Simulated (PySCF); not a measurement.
C$_{4}$H$_{12}$Ti (TiMe4)

```tsv
atom	x (Å)	y (Å)	z (Å)
Ti	-0.0061	-0.0001	0.0031
C	0.0051	-0.0220	2.0596
H	-1.0248	0.0970	2.4400
H	0.6262	0.8064	2.4431
H	0.4151	-0.9782	2.4291
C	1.9313	0.0039	-0.6832
H	1.9475	-0.1283	-1.7792
H	2.5030	-0.8158	-0.2139
H	2.4117	0.9656	-0.4301
C	-0.9730	1.6900	-0.6616
H	-0.8420	1.7961	-1.7529
H	-0.5578	2.5828	-0.1620
H	-2.0516	1.6210	-0.4358
C	-0.9716	-1.6742	-0.7006
H	-1.9623	-1.7742	-0.2239
H	-0.3733	-2.5750	-0.4775
H	-1.1060	-1.5957	-1.7939
```

Geometry: PBE0-D3(BJ)/def2-SVP.

Method: PySCF 2.14.0, wB97X-D/def2-SVPD, SCF density, gas phase.

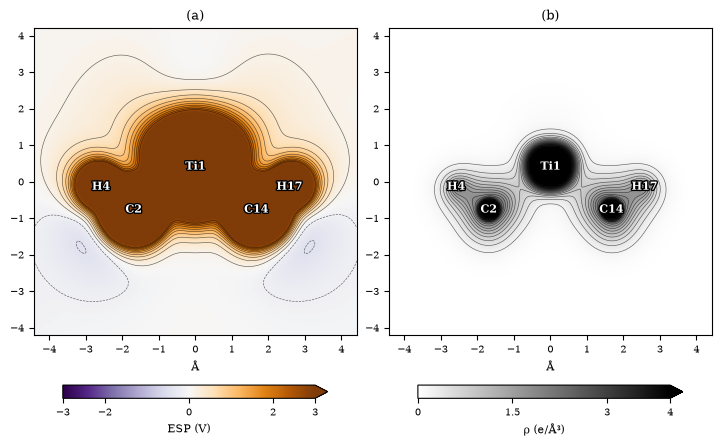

Figure 1. (a) electrostatic potential; (b) electron density on the plane of atoms C2, Ti1 and C14.

**What does the map show?**

The section cuts through Ti, C and H sites. C–Ti (2.06 Å): ρ at the midpoint is about 0.8 e/Å³. C–H (1.10 Å): the density is about 1.8 e/Å³ at the midpoint. Outside the dense part of the molecule the potential is most negative (−0.4 V) near C2 and C14.

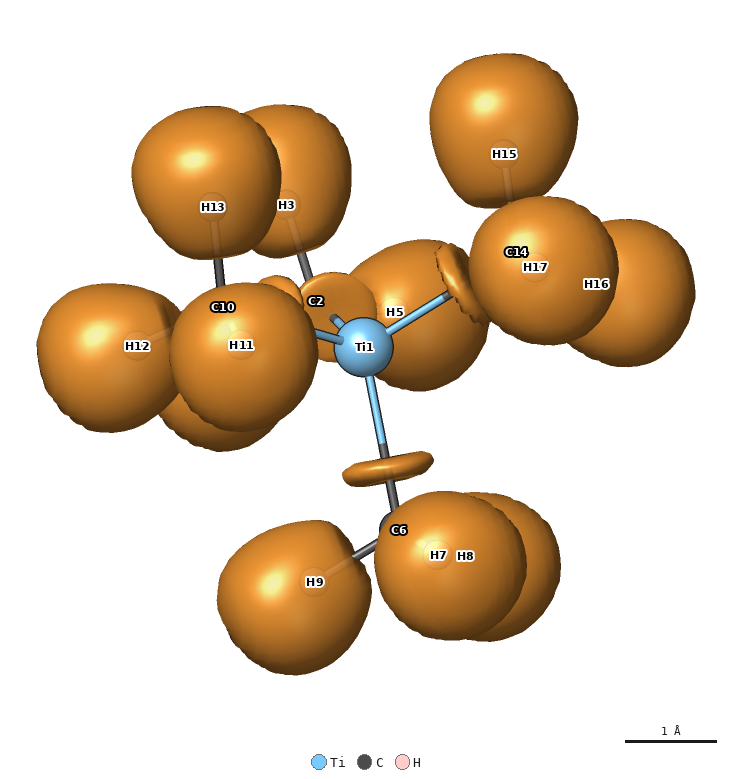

Figure 2. Isosurface of the electron localisation function at 0.85 (orange), seen from one side. Only the valence region is drawn (cores and ρ < 0.01 e/Å³ removed).

**Describe the localisation domains.**

At this value the surface marks out twelve regions around hydrogen nuclei and four lobes of the valence shell of C pointing towards Ti (polar bonds).


C–Ti (2.06 Å): the ELF peaks at about 0.95 in the valence shell of C, 0.7 Å from its nucleus, and is about 0.60 at the midpoint. C–H (1.10 Å): the ELF climbs to about 1 towards the hydrogen, as it does in any bond to H (an ordinary covalent bond to hydrogen).

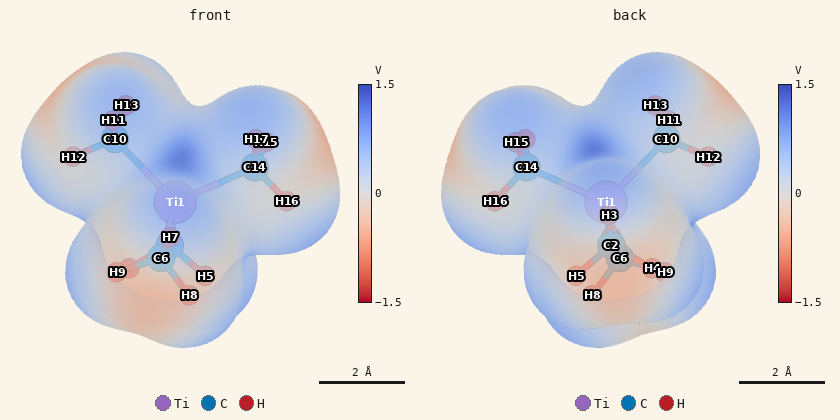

Figure 3. The molecular electrostatic potential painted on the density surface at 0.002 e/bohr³, seen from the front and from behind; the colour scale runs from red (negative) to blue (positive).

**Describe the electrostatic potential map.**

The most negative region (about −0.4 V) lies over C2, C6, C10 and C14, the most positive (about +1.1 V) over Ti1.

**What dipole moment does the calculation give?**

Its dipole moment is zero.
